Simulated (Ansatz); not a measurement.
## Electronic structure of CH$_{6}$OSn in real space

The calculation's input:

```
crystal:
  periodic: [false, false, false]
  atoms:
    - { symbol: Sn, position_ang: [0.0, 0.0, 0.0] }
    - { symbol: H, position_ang: [0.0, 0.0, 1.74] }
    - { symbol: H, position_ang: [1.6408, 0.0, -0.5794] }
    - { symbol: C, position_ang: [-1.0126, 1.7544, -0.716] }
    - { symbol: H, position_ang: [-2.0653, 1.5008, -0.9603] }
    - { symbol: H, position_ang: [-0.9943, 2.5391, 0.069] }
    - { symbol: H, position_ang: [-0.5023, 2.131, -1.6269] }
    - { symbol: O, position_ang: [-0.9232, -1.5994, -0.6527] }
    - { symbol: H, position_ang: [-1.3778, -2.065, 0.1197] }
basis:
  gaussian: { orbitals: def2-SVP }
hamiltonian:
  xc: pbe
  dispersion: d4
relax:
  f_tol: 0.02
  max_steps: 40
output:
  orbitals: {}
```

Run with:

```sh
ansatz run input.yaml --threads 1 --pin off --max-ram 2048MiB --backend cpu --events-out ev --progress --plain --runs-dir out
```

The fields are those of the run's last geometry, not of the input's.

Core potentials replace the inner electrons of Sn.

Level of theory: RKS PBE-D4/def2-SVP in Ansatz.

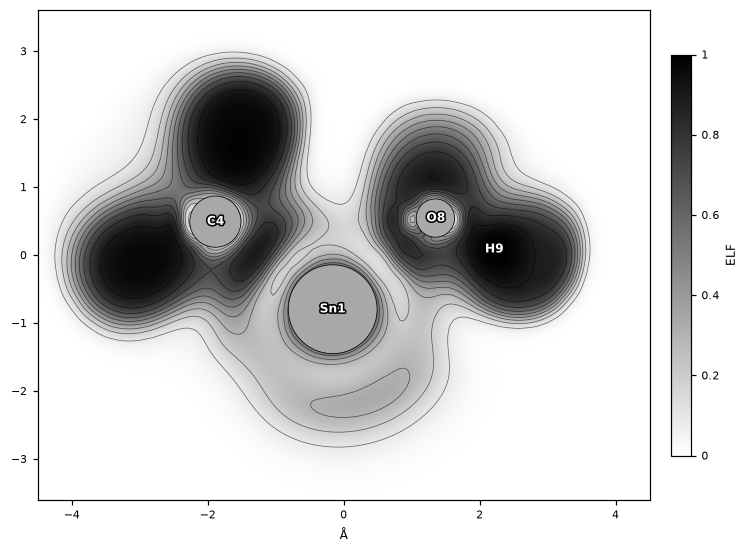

Figure 1. Electron localisation function on the plane of atoms Sn1, O8 and H9. Grey discs cover the atomic cores.

> What does the map show?

The plane passes through Sn, C, O and H nuclei. Sn–O (2.02 Å): the ELF peaks at about 0.85 in the valence shell of O, 0.6 Å from its nucleus, and drops to about 0.15 between the two atoms. C–Sn (2.16 Å): the ELF peaks at about 0.90 in the valence shell of C, 0.8 Å from its nucleus, and drops to about 0.20 between the two atoms. O–H (0.98 Å): the ELF climbs to about 1 towards the hydrogen, as it does in any bond to H (an ordinary covalent bond to hydrogen). The ELF also peaks beside O8, away from the bonds: lone-pair regions.

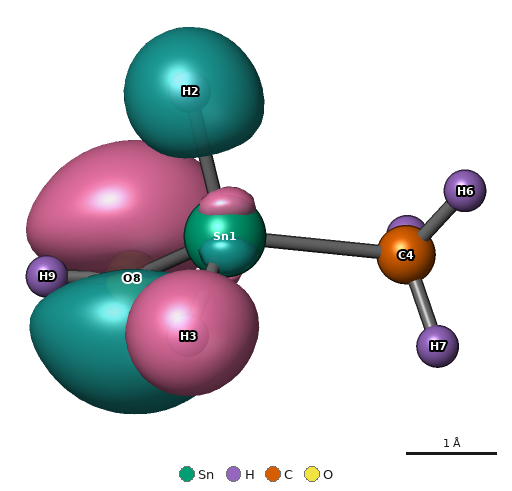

Figure 2. One frontier orbital at ±0.1 Å⁻³ᐟ² (teal and pink are the two phases), seen from one side.

> Which orbital is it: HOMO or LUMO?

The HOMO, at −6.03 eV. Its weight (Hirshfeld) is mainly on O8 (about 75 %) and Sn1 (about 10 %); largely a lone pair of O8.

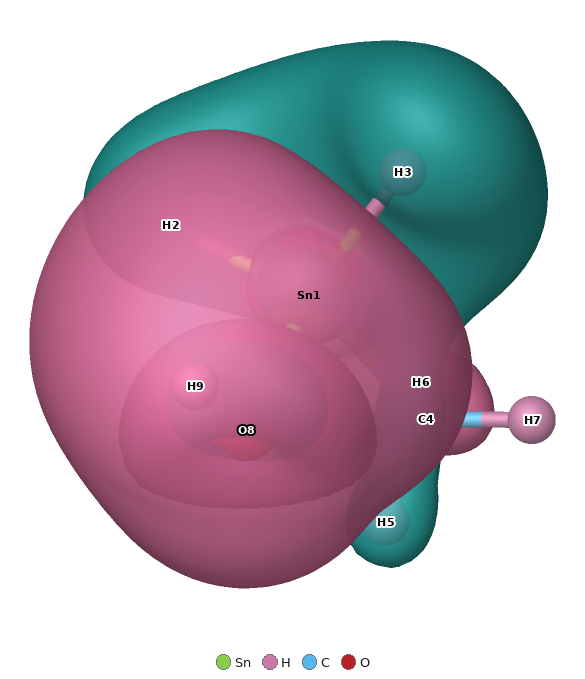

Figure 3. The LUMO at ±0.06 Å⁻³ᐟ² (teal and pink are the two phases), seen at an oblique angle.

> What is the character of this orbital?

By Hirshfeld shares it lies mainly on Sn1 (about 50 %), O8 (about 20 %), H9 (about 10 %), H3 (about 5 %) and H2 (about 5 %). Its energy is −0.83 eV.
